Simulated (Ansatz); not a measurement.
**AsSi: test of scalar relativity in Python**

The task is a test of scalar relativity, for AsSi.

All numbers are computed with the Python package of Ansatz 0.2.0. The levels of theory stand in the script.

### Step 1. The system

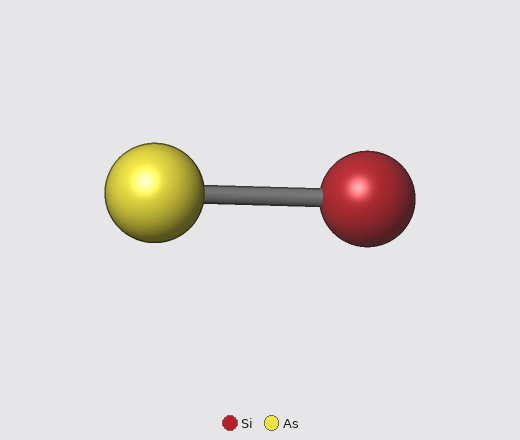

The starting structure, viewed from a chosen angle; silicon red, arsenic yellow.

The script holds or builds the structure itself.

### Step 2. The code

Input file x2c.py:

```python
import warnings

import ansatz as az
import numpy as np


def main() -> None:
    warnings.simplefilter("ignore", az.DeckWarning)

    geometry_ang = [
        ("Si", [0.0, 0.0, 0.0]),
        ("As", [0.0, 0.0, 2.29]),
    ]
    assi = az.Crystal.molecule()
    for symbol, xyz in geometry_ang:
        assi = assi.atom(symbol, xyz)

    base = assi.calculation().functional("b3lyp", dispersion="d4").spin("collinear", total=1).forces()
    sets = {"none": "cc-pVTZ", "scalar": "cc-pVTZ-DK"}
    found = {kind: base.basis(gaussian=basis).pseudopotentials(relativity=kind).run(threads=1, backend="cpu").report for kind, basis in sets.items()}
    for kind, each in found.items():
        dipole = 4.803205 * np.linalg.norm(each["charge_distribution"]["dipole_moment_e_ang"])
        print(f"{kind:7s} E = {each['free_energy_ev']:.4f} eV  dipole {dipole:.3f} D  largest force component {np.abs(each['forces_ev_ang']).max():.4f} eV/A")
    print(f"relativity lowers the total energy by {found['none']['free_energy_ev'] - found['scalar']['free_energy_ev']:.3f} eV")


if __name__ == "__main__":
    main()
```

### Step 3. The input behind the calls

The engine receives this input (first run):

```yaml
crystal:
  periodic: [false, false, false]
  atoms:
    - { symbol: Si, position_ang: [0.0, 0.0, 0.0] }
    - { symbol: As, position_ang: [0.0, 0.0, 2.29] }
basis:
  gaussian:
    orbitals: cc-pVTZ
hamiltonian:
  xc: b3lyp
  dispersion: d4
  pseudopotentials:
    relativity: none
magnetization:
  spin_polarized: true
  initial_magnetization: 1.0
output:
  forces: true
```

### Step 4. Launch

Command:

```
python x2c.py
```

Standard output:

```text
none    E = -68719.9990 eV  dipole 0.884 D  largest force component 1.4594 eV/A
scalar  E = -69413.5086 eV  dipole 0.839 D  largest force component 1.4943 eV/A
relativity lowers the total energy by 693.510 eV
```

Wall time 12 s (1 thread of Arm Neoverse V2, shared host); peak memory 0.23 GiB.

### Step 5. Inputs of later runs

The engine's inputs for the other runs:

Run 2, against run 1:

```diff
@@ -8 +8 @@
-    orbitals: cc-pVTZ
+    orbitals: cc-pVTZ-DK
@@ -13 +13 @@
-    relativity: none
+    relativity: scalar
```

### Step 6. What each run gave

The 2 runs, in the order started:

| run | basis | relativity | energy (eV) | <S²> | SCF cycles | CPU time (s) |
| --- | --- | --- | --- | --- | --- | --- |
| 1 | cc-pVTZ | none | -68719.9990 | 0.76 | 45 | 4.9 |
| 2 | cc-pVTZ-DK | scalar | -69413.5086 | 0.76 | 53 | 6.3 |

### Step 7. Outcome

```
                                 quantity       value
relativistic lowering of the total energy  693.510 eV
                            runs compared           2
```

What this shows: The total moves by -693.5 eV, nearly all in the cores, and the dipole from 0.88 to 0.84 D. Caveats:
- The geometry is a force-field or estimated start, not a minimum of this method. The basis set changes with the Hamiltonian (a set recontracted for scalar relativity), and most of the change in the total lies in the cores.
- The run takes the species as open-shell (spin multiplicity 2), which needn't be its ground state.
- b3lyp holds the VWN-RPA fit, as in Gaussian; the form of ORCA and Turbomole is b3lyp5.
- The spin state was assumed, and another may lie lower.
